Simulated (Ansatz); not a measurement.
## Electronic structure of C2H7GaO2 (SMILES C[CH2][Ga]([OH])[OH]) in real space

| atom | x (Å) | y (Å) | z (Å) |
| --- | --- | --- | --- |
| C | -0.3163 | 0.1424 | 1.8236 |
| C | 0.6265 | 0.5464 | 0.6958 |
| Ga | 0.1237 | -0.1376 | -1.0622 |
| O | -1.3366 | -1.1592 | -1.2607 |
| O | 1.0885 | 0.2222 | -2.5287 |
| H | 0.0160 | 0.5528 | 2.7815 |
| H | -0.3754 | -0.9426 | 1.9330 |
| H | -1.3337 | 0.4982 | 1.6481 |
| H | 1.6473 | 0.2042 | 0.8922 |
| H | 0.6947 | 1.6352 | 0.6083 |
| H | -1.5137 | -1.4550 | -2.1552 |
| H | 0.7560 | -0.1622 | -3.3416 |

Geometry: PBE0-D4/def2-TZVP.

The calculation used Ansatz, RKS PBE0-D4/def2-TZVPP.

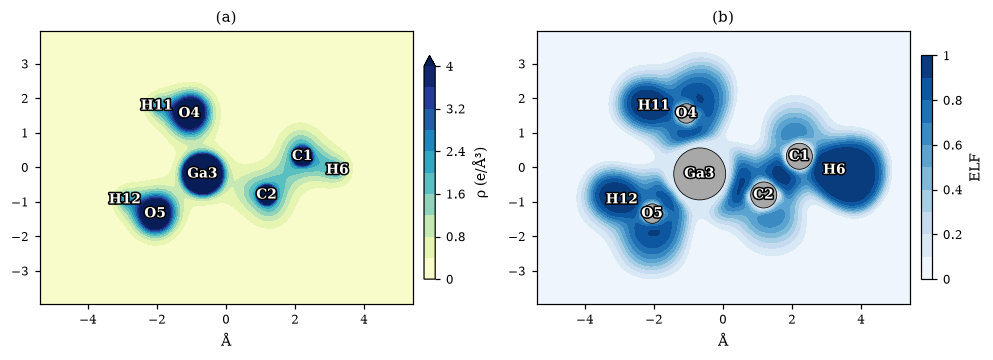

Figure 1. (a) electron density; (b) ELF on the plane of atoms C2, C1 and H6. Grey discs cover the atomic cores in the ELF map.

**Interpret the plot.**

The section cuts through C, Ga, O and H sites.
C–C (1.52 Å): ρ at the midpoint is about 1.6 e/Å³; the ELF peaks at about 0.95 between the atoms; localised, covalent bonding.
Ga–O (1.79 Å): ρ is about 0.9 e/Å³ halfway; the ELF peaks at about 0.85 in the valence shell of O, 0.6 Å from its nucleus, and is about 0.25 at the midpoint.
C–Ga (1.95 Å): ρ at the midpoint is about 0.81 e/Å³; the ELF peaks at about 0.90 in the valence shell of C, 0.7 Å from its nucleus, and is about 0.55 at the midpoint.
O–H (0.96 Å): ρ at the midpoint is about 3.8 e/Å³; the ELF climbs to about 1 towards the hydrogen, as it does in any bond to H; a covalent bond by its length.
C–H (1.09 Å): ρ is about 2 e/Å³ halfway; the ELF climbs to about 1 towards the hydrogen: a covalent bond by its length.
The ELF also peaks beside O5 and O4, away from the bonds: lone-pair regions.

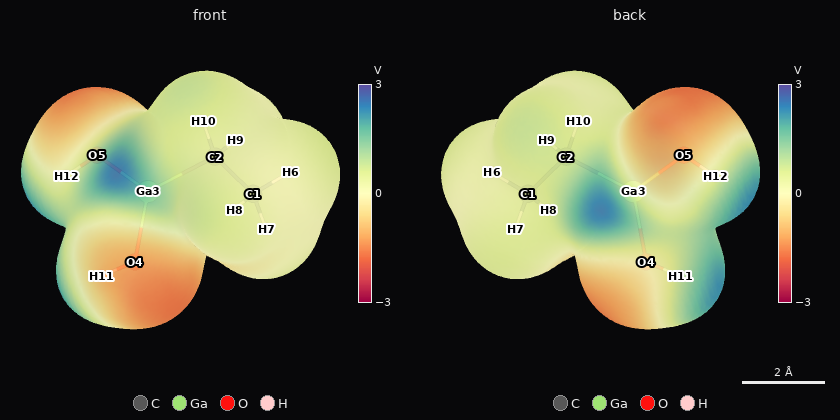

Figure 2. The molecular electrostatic potential painted on the density surface at 0.002 e/bohr³, seen from the front and from behind; red is negative and blue positive.

**Which sites attract a positive test charge, and which a negative one?**

A positive charge is drawn to the negative regions and a negative charge to the positive ones. The most negative region (about −1.7 V, or −39 kcal/mol for a unit charge) lies over O4 and O5, the most positive (about +2.4 V, or +55 kcal/mol for a unit charge) over Ga3.

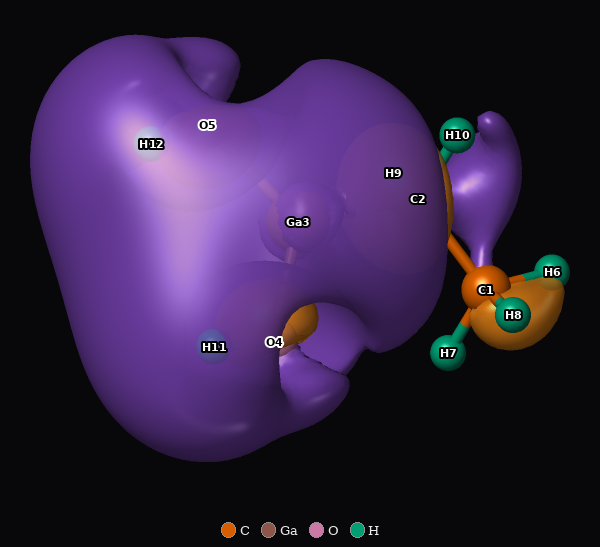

Figure 3. The LUMO at ±0.06 Å⁻³ᐟ² (orange and purple are the two phases), seen at a tilt.

**Describe this orbital and give its energy.**

Its weight (Hirshfeld) is mainly on Ga3 (about 40 %), H11 (about 10 %), O4 (about 10 %), H12 (about 10 %), O5 (about 10 %) and C2 (about 10 %). Its energy is −0.22 eV.
